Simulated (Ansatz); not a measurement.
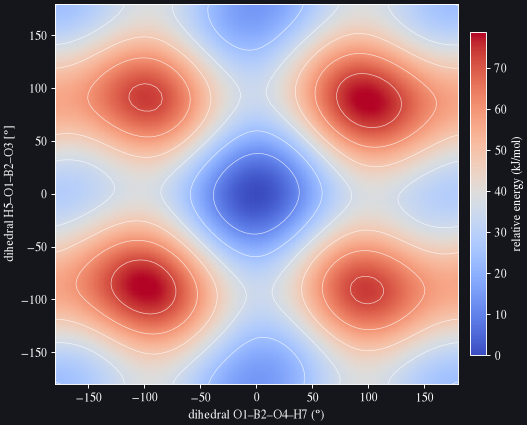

BH₃O₃, SMILES OB(O)O. First axis: dihedral O1–B2–O4–H7. Second axis: dihedral H5–O1–B2–O3. Nothing is relaxed (all other coordinates rigid). Grid: 12 × 12 points; 125 points were computed and 19 follow by symmetry. Points are written as (first, second). Energies: kJ/mol, counted from the lowest grid point. Method: Ansatz, RKS PBE0-D4/def2-TZVP.

In the figure: a smooth colour map with a few white contour lines. Between grid points the surface is interpolated.

The lowest grid point is at (0°, 0°). Higher local minima lie near (0°, −180°) (14 kJ/mol above the lowest at that grid point); (−180°, −180°) (24 kJ/mol above the lowest at that grid point); (−180°, 0°) (29 kJ/mol above the lowest at that grid point). The highest grid point, (90°, 90°), lies 79 kJ/mol above the lowest. On the interpolated surface the easiest way out of the lowest well to the well at (0°, −180°) passes a barrier of about 35 kJ/mol. Round the minimum the two coordinates are weakly coupled (coupling −0.07 in units of the two stiffnesses).

The level of theory is changed to RHF-MP2, frozen core/def2-TZVP in Ansatz; with it change the reference geometry, relaxed at the new level; the new grid has 15 × 15 points, laid about the new relaxed structure.

**What does this change do to the map?**

The minimum (interpolated where it lies between grid points) moves from (0°, 0°) to about (0°, 0°). The span from the lowest to the highest grid point stays at about 79 kJ/mol. The easiest pass out of the lowest well stays at about 35 kJ/mol. The curvature at the minimum changes by less than a tenth (about 0.62) eV/rad² along dihedral O1–B2–O4–H7 and by less than a tenth (about 0.62) eV/rad² along dihedral H5–O1–B2–O3.

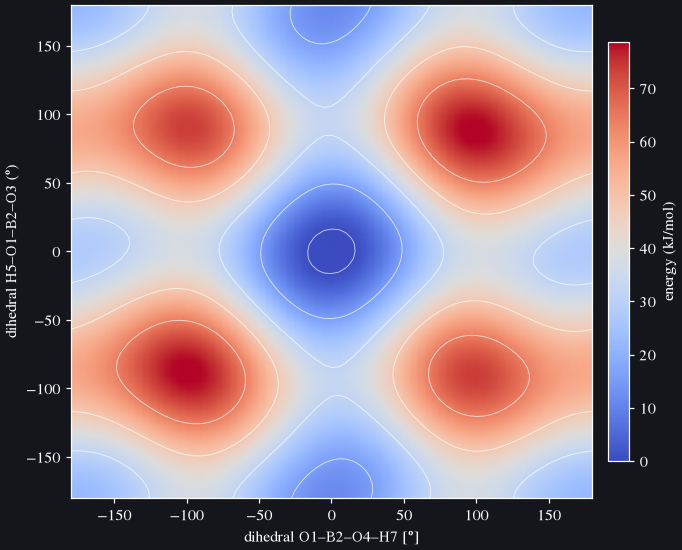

The map after the change, on a colour scale of its own. The picture shows a smooth colour map with a few white contour lines. Between grid points the surface is interpolated.
